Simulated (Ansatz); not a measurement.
Converging the plane-wave cutoff: RbAu5 (P6mm, 6 atoms in the cell)

```
RbAu5
1.0
    5.84731     0.00000     0.00000
   -2.92366     5.06392     0.00000
    0.00000     0.00000     4.52333
Rb Au
1 5
Direct
  0.00000   0.00000   0.01105
  0.66667   0.33333   0.00000
  0.33333   0.66667   0.00000
  0.50000   0.00000   0.50000
  0.50000   0.50000   0.50000
  0.00000   0.50000   0.50000
```

Method: PBEsol, default PAW files made with PBE (plane waves; Ansatz, a program for electronic structure).

Base settings: basis.ecutwfc = 420 eV; kpoints.mp_grid.grid = 5 5 5; hamiltonian.xc = pbesol; hamiltonian.pseudopotentials = {kind: paw} (the program's default PAW files); scf.occupations.method = fermi_dirac; scf.occupations.width = 0.1 eV.

The second cell is the first with its lattice scaled by 0.98.

The mesh stays at the base's, so the ladder's end is converged at best in this setting alone.

The first pressure column holds Ansatz's estimate of the finite-basis (Pulay) stress, which hides part of the cutoff error; the other is without it.

Only quantities that move along the ladder and can be compared are tabulated.

The count of work is k-points × plane waves × bands × iterations; it is no time. 

The starting cell comes from a database of computed structures (which also holds hypothetical and non-ambient phases and stackings), without a prior relaxation at this level. Its lattice was rescaled by up to half a per cent. One atom was moved a little off its site on purpose. In the base run, with a pressure of about -4 GPa the cell is away from its equilibrium volume at this level.

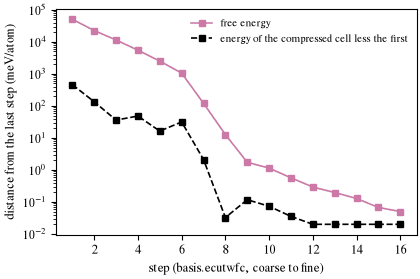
Distance from the last step along the ladder; very small values are drawn at a floor.

| basis.ecutwfc | free energy less the last step's (meV/atom) | energy of the compressed cell less the first (meV/atom) | pressure (GPa) | pressure without the Pulay estimate (GPa) | largest difference of a force vector from the last step's (eV/Å) | count of work / last |
|---|---|---|---|---|---|---|
| 145 eV | 50464.97 | -473.57 | -22.54 | -1133.77 | 0.106 | 0.085 |
| 170 eV | 22516.32 | -148.46 | -25.75 | -626.12 | 0.038 | 0.10 |
| 190 eV | 11439.80 | -50.14 | -7.00 | -371.80 | 0.035 | 0.11 |
| 210 eV | 5493.61 | 34.04 | 1.12 | -209.78 | 0.007 | 0.12 |
| 230 eV | 2502.98 | 2.18 | -0.19 | -113.61 | 0.007 | 0.15 |
| 250 eV | 1053.60 | 17.38 | -2.27 | -58.41 | 0.005 | 0.17 |
| 295 eV | 120.27 | -12.01 | -4.41 | -13.27 | 0.001 | 0.19 |
| 335 eV | 12.71 | -14.09 | -4.30 | -5.52 | 0.000 | 0.19 |
| 380 eV | 1.73 | -14.01 | -4.27 | -4.32 | 0.000 | 0.23 |
| 420 eV | 1.13 | -14.05 | -4.28 | -4.31 | 0.000 | 0.27 |
| 460 eV | 0.57 | -14.09 | -4.28 | -4.30 | 0.000 | 0.31 |
| 505 eV | 0.29 | -14.11 | -4.28 | -4.29 | 0.000 | 0.36 |
| 565 eV | 0.20 | -14.12 | -4.28 | -4.28 | 0.000 | 0.42 |
| 630 eV | 0.13 | -14.12 | -4.28 | -4.28 | 0.000 | 0.49 |
| 735 eV | 0.07 | -14.12 | -4.28 | -4.28 | 0.000 | 0.62 |
| 840 eV | 0.03 | -14.12 | -4.28 | -4.28 | 0.000 | 0.76 |
| 1010 eV | 0.00 | -14.12 | -4.28 | -4.28 | 0.000 | 1.0 |

Coarsest basis.ecutwfc that holds the pressure without the Pulay estimate within 0.5 GPa of the last step, with all finer ones: 380 eV, at 0.23 of the last step's count of work; the step before is off by 1.2 GPa.

Coarsest basis.ecutwfc that holds the energy of the compressed cell less the first within 0.2 meV/atom of the last step, with all finer ones: 335 eV, at 0.19 of the last step's count of work; the step before is off by 2.1 meV/atom.

Coarsest basis.ecutwfc that holds the forces within 0.01 eV/Å of the last step, with all finer ones: 210 eV, at 0.12 of the last step's count of work; the step before is off by 0.035 eV/Å.

The energy difference between the two cells stays within 1 meV/atom of the last step's from 335 eV on, the total only from 460 eV on: much of the error is common to both cells and cancels.

At the lowest cutoff the pressure without the Pulay estimate lies 1130 GPa under the last step's, the usual sign of Pulay stress in an incomplete plane-wave basis.

Keys are those of Ansatz 0.2.
